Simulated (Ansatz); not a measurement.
F₂Si···NH₃

```xyz
7

Si   -0.5717   -1.1491   -0.5653
F     1.0227   -1.4183   -0.8383
F    -0.8511   -0.0416   -1.7419
H     0.4767    0.1313    1.4951
N     0.0150    0.4457    0.6479
H    -0.7669    1.0402    0.9027
H     0.6754    0.9918    0.0997
```

The reactant side of a reaction path; geometry: PBE0-D4/def2-TZVP.

Computed with RKS PBE0-D4/def2-TZVPP in Ansatz 0.2.0.

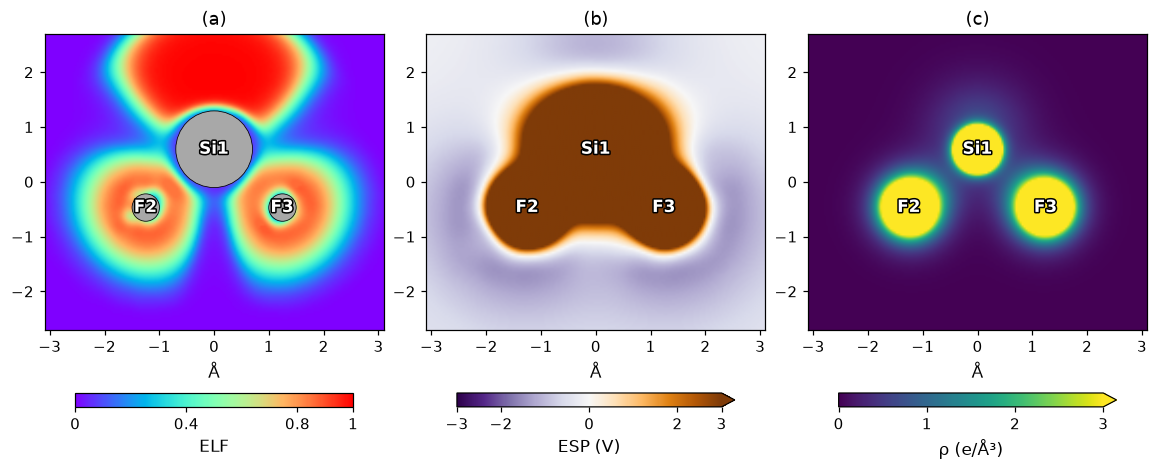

Figure 1. (a) electron localisation function; (b) molecular electrostatic potential; (c) electron density on the plane of atoms F2, Si1 and F3. Grey discs cover the atomic cores in the ELF map.

### What does the map show?

The section cuts through Si and F sites.
Si–F (1.64 Å): the density is about 1 e/Å³ at the midpoint; the ELF peaks at about 0.85 in the valence shell of F, 0.7 Å from its nucleus, and is about 0.45 at the midpoint.
The ELF also peaks beside F2, F3 and Si1, away from the bonds: lone-pair regions.
Outside the dense part of the complex the potential is most negative (−1.4 V) near F2 and F3.

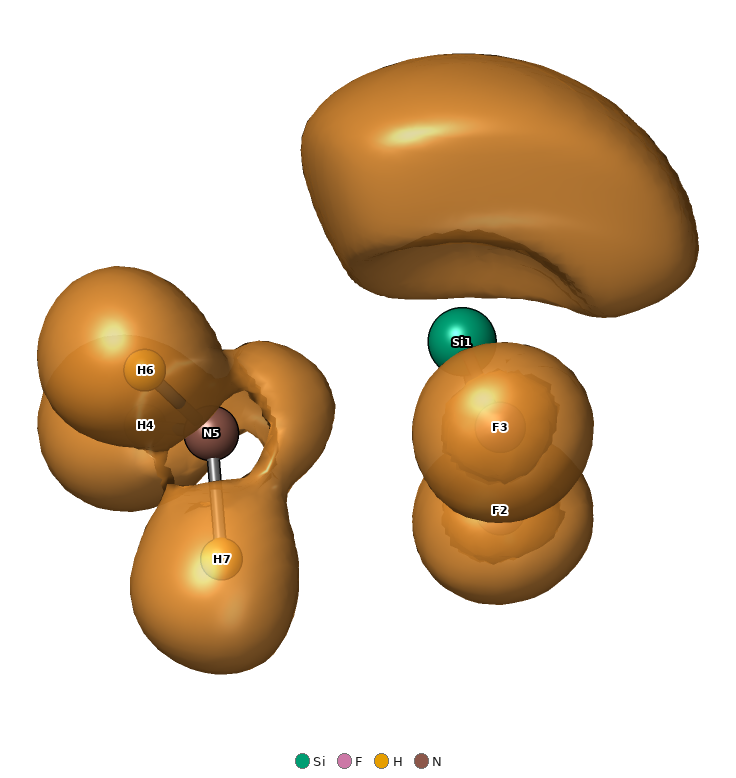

Figure 2. Isosurface of the electron localisation function at 0.8 (orange), seen from one side. Core shells and regions of very low density are left out.

### What do the ELF domains correspond to?

The surface consists of one lobe on Si, pointing away from the bonds (lone pairs), two regions wrapped around F (its lone pairs, merged into a ring or cap) and one joined region spread over several atoms (H, N), in which their bonds and any lone pairs are merged. Profiles from the grid: Si1···N5 (2.09 Å): the ELF peaks at about 0.95 in the valence shell of N, 0.7 Å from its nucleus, and is about 0.75 at the midpoint.

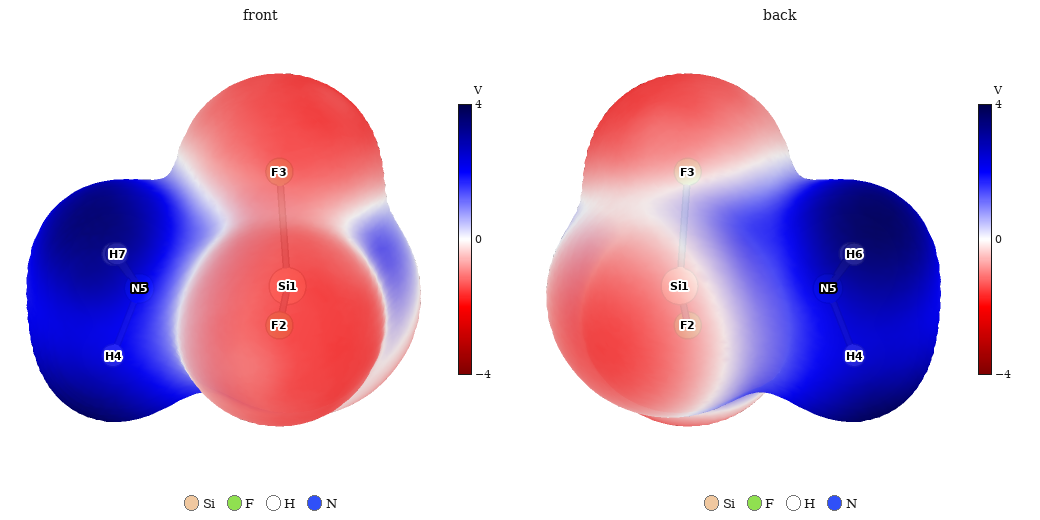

Figure 3. The molecular electrostatic potential painted on the density surface at 0.004 e/bohr³, seen from the front and from behind; red is negative and blue positive.

### Describe the electrostatic potential map.

The most negative region (about −1.5 V) lies over F2 and F3, the most positive (about +3.7 V) over H4 and H6.
